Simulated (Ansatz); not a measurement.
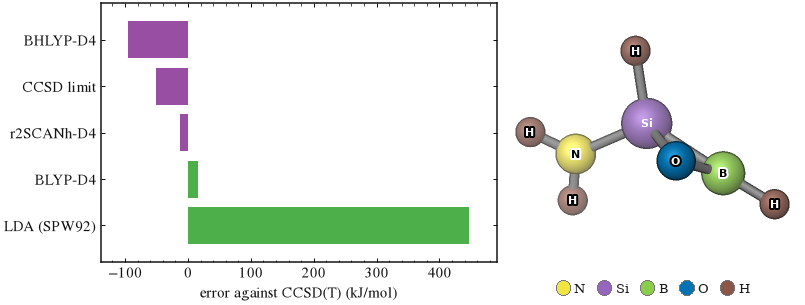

Error in the electronic atomisation energy (method less reference, so positive means overbinding) of BSiNH₄O, SMILES N[Si@@H]1BO1: functionals in def2-TZVPP against frozen-core CCSD(T) at the limit (MP2 extrapolated from triple and quadruple zeta, plus CCSD(T) less MP2 in a smaller set), which gives 2940.5 kJ/mol, at a PBE0-D4/def2-TZVP geometry (a minimum by its frequencies), no zero-point or spin-orbit term, the Ansatz code. The reference leaves out core correlation, a term that grows with the number of heavy atoms. Limit means the basis limit.

Which of these levels overbind, and which underbind?

Overbind: LDA (SPW92). Underbind: BHLYP-D4 and CCSD limit. Within 20 kJ/mol of zero, too close to call in view of what the reference leaves out: r2SCANh-D4 and BLYP-D4.

Give the values.

```csv
level,kJ/mol
BHLYP-D4,−95.6
CCSD limit,−51.3
r2SCANh-D4,−12.5
BLYP-D4,16.5
LDA (SPW92),447.6
```
